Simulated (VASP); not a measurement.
Band structure of P (relaxed from the beta-Sn structure, space group I4_1/amd). Computed with PBEsol GGA, VASP's PBE PAW potentials (set 64) (plane waves; VASP).

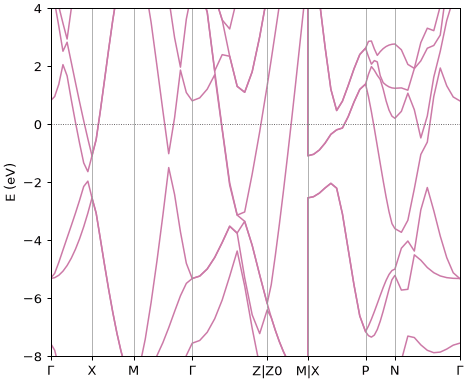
Bands along high-symmetry lines, zero at the valence-band maximum or, without a gap, the Fermi level

Task: Read the plot: is there a gap, and where are the band edges?

Result: It has no gap at this level: it comes out as a metal or semimetal. (Edges off the drawn lines would not show.)

The structure was generated: P was put into the beta-Sn type (I4_1/amd), which need not be its known phase. It was relaxed first, which changed the volume by -5 %.
